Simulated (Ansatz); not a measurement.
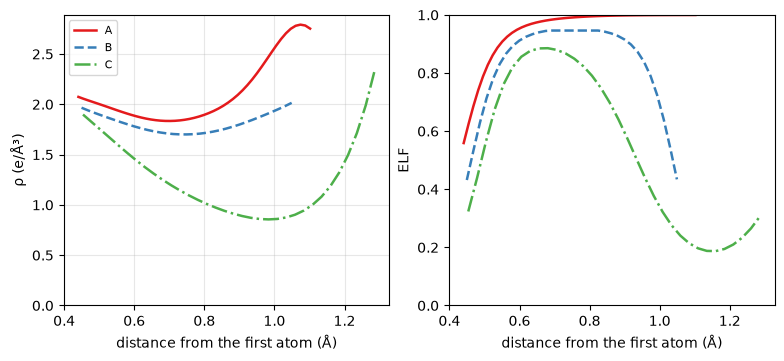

C$_{2}$H$_{4}$Sn. Electron density and electron localisation function along straight lines between neighbouring atoms. The curves leave out the atomic cores.

Geometry: r2SCAN-D4/def2-SVP; core potentials replace the inner electrons of Sn.

Level of theory: isolated molecule in a Gaussian basis; Kohn-Sham density functional theory, functional PBE0 (Ansatz 0.2.0).

Input

```
crystal:
  periodic: [false, false, false]
  atoms:
    - {symbol: C, position_ang: [-0.271883, -0.423121, -1.145506]}
    - {symbol: C, position_ang: [0.450179, -0.632084, -2.442201]}
    - {symbol: Sn, position_ang: [2.343452, -1.124171, -2.933656]}
    - {symbol: H, position_ang: [0.369980, -0.569872, -0.262026]}
    - {symbol: H, position_ang: [-0.695049, 0.597308, -1.075947]}
    - {symbol: H, position_ang: [-1.131224, -1.113227, -1.043194]}
    - {symbol: H, position_ang: [-0.191555, -0.485569, -3.333690]}
basis:
  gaussian: {orbitals: def2-TZVPD}
hamiltonian: {xc: {name: PBE0}}
output: {forces: true, orbitals: {seedname: orbitals}}
```

Run with:

```sh
ansatz run input.yaml --threads 1 --pin off --max-ram 2610MiB --events-out events.jsonl --progress --plain --runs-dir runs
```

> Which curve belongs to which contact (C–C, C–H and C–Sn)? The first atom named is at distance zero.

Curve A: C–H (1.10 Å): the density is about 1.9 e/Å³ at the midpoint; the ELF climbs to about 1 towards the hydrogen, as it does in any bond to H; a covalent bond by its length. Curve B: C–C (1.50 Å): ρ is about 1.7 e/Å³ halfway; the ELF peaks at about 0.95 between the atoms (a covalent bond). Curve C: C–Sn (2.02 Å): the density is about 0.86 e/Å³ at the midpoint; the ELF peaks at about 0.90 in the valence shell of C, 0.7 Å from its nucleus, and drops to about 0.20 between the two atoms.
